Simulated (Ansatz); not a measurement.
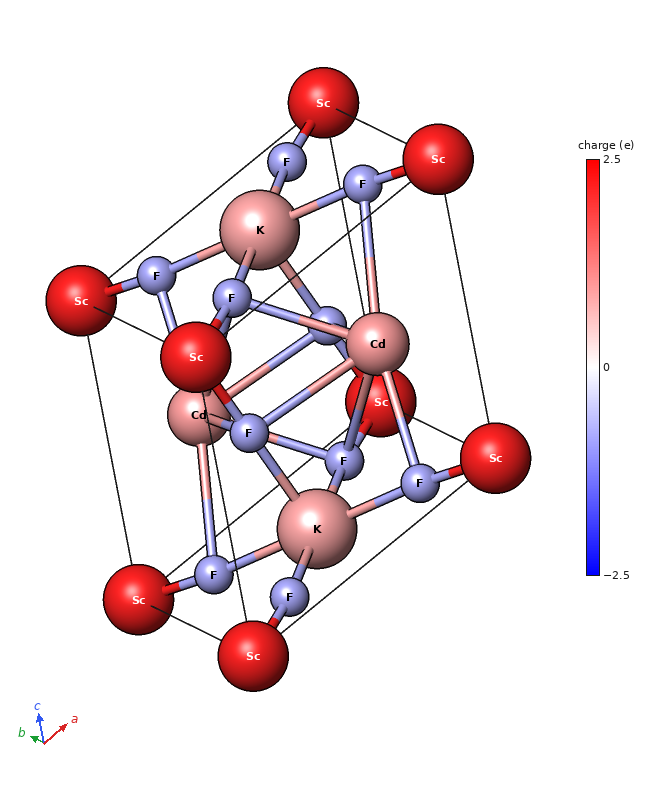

View slightly off an axis, drawn as a ball-and-stick model. The parallelepiped is the simulation cell. The atoms of this KScCd2F6 cell are coloured by their Bader charge.

The calculation used DFT, PAW plane waves, r2SCAN in Ansatz 0.2.0, with a cutoff energy of 500 eV, a 5×5×6 grid in reciprocal space, cold smearing of 0.018 eV, no spin polarisation. The pressure of the cell is 22 GPa.

Question: Describe the charge distribution among the elements.

Answer: Most positive: Sc; most negative: F. Charges: about K +0.8 e; Sc +2.2 e; Cd +0.9 e; F -0.8 e.

The structure is a generated cell, made by putting these elements into a known structure type (the compound may or may not exist in this form); no relaxation was done. An electronic-structure calculation with Ansatz was run on it.

At this level of theory the cell isn't at rest (compressed, at 22 GPa and forces up to 3.4 eV/Å), so its distances can differ from those at equilibrium, the more so the softer the solid.
